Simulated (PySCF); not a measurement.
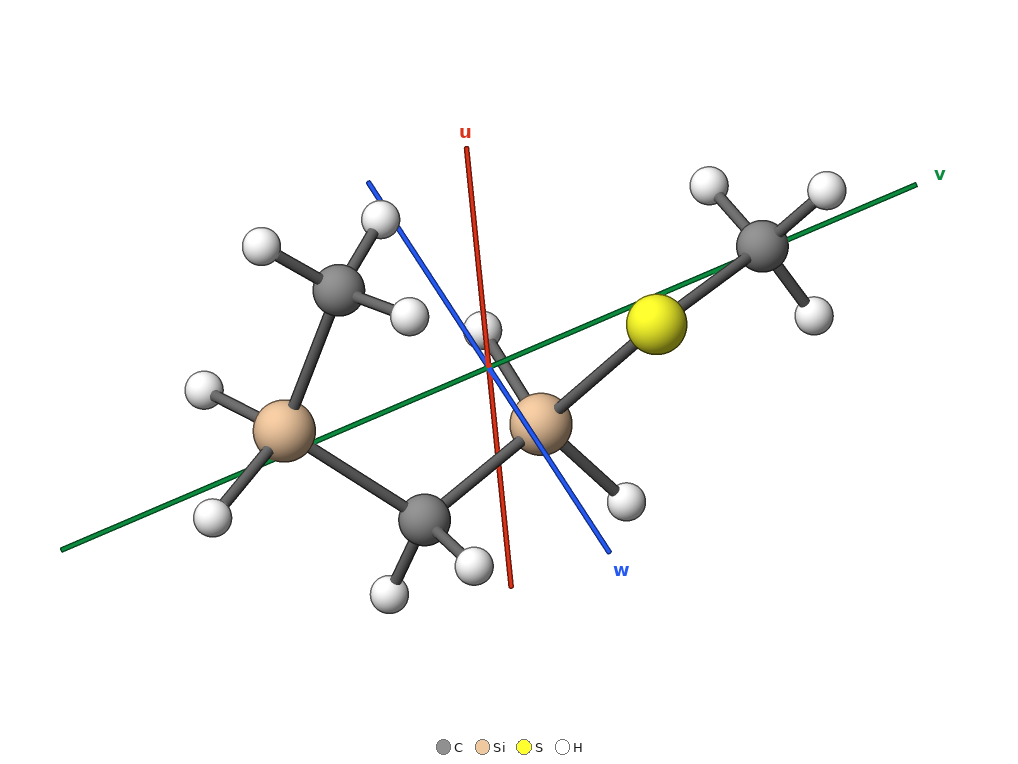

The lines u, v and w are the principal axes of the static dipole polarisability. The geometry was computed by an optimisation with GFN2-xTB. No frequency run is at hand to confirm it as a minimum. Computed with PBE0/def2-SVPD (PySCF 2.14.0).

Question: Along which axis is the molecule most polarisable, and along which least?

Answer: Most along v, least along w.

Question: Give the three principal values.

Answer: u 108.3, v 133.2, w 93.4 bohr³; mean 111.6, anisotropy 34.8 bohr³.

The geometry is semi-empirical. Around Si such bond lengths and angles can be off by a tenth of an ångström or more and by several degrees, and values that hang on the shape move with them.
